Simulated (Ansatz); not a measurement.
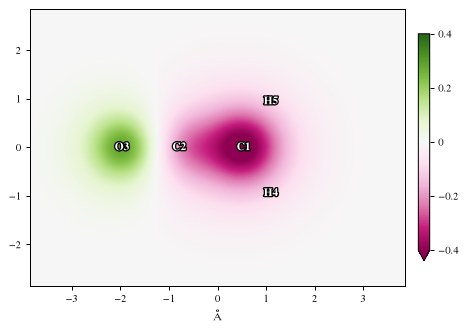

C2H2O. One frontier orbital on a plane 0.8 Å above the molecular plane (values in Å⁻³ᐟ²; the overall sign is arbitrary).

Theory: RKS BLYP-D4/6-31G* in Ansatz.

```yaml
atoms:
  - { symbol: C, position_ang: [-0.3663, 0.2826, -0.2739] }
  - { symbol: C, position_ang: [0.5422, -0.4354, 0.3674] }
  - { symbol: O, position_ang: [1.3555, -1.0779, 0.9413] }
  - { symbol: H, position_ang: [-1.2205, -0.2090, -0.7401] }
  - { symbol: H, position_ang: [-0.2610, 1.3660, -0.3361] }
```

**Which orbital is it: HOMO or LUMO?**

The HOMO, at −5.32 eV. Its weight (Hirshfeld) is mainly on C1 (about 50 %), O3 (about 25 %) and C2 (about 20 %); it changes sign across the molecular plane (π type); π-bonding across C1–C2; π-antibonding (a node) across C2–O3.
